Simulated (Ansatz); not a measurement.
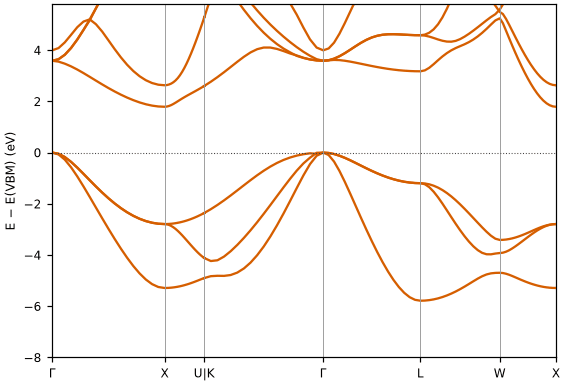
Figure: Band structure from plane-wave PAW LDA (Ansatz code)

Question: Read off the gap and where the band edges lie.

Answer: About 1.8 eV (1.79 eV by a search for the band edges); maximum at Γ, minimum at X.

Question: Which of these materials gives this?
A) MgS, rock salt
B) TePb, rock salt
C) BeTe, zinc blende

Answer: C, BeTe, zinc blende

Space group F-43m (zinc blende). The cell was relaxed with LDA under the symmetry of its start; of distortions, only those at the zone centre were tested. Scalar-relativistic: spin–orbit coupling is off unless named, which matters more the heavier the elements.

Potentials: the later of the program's two PAW sets.
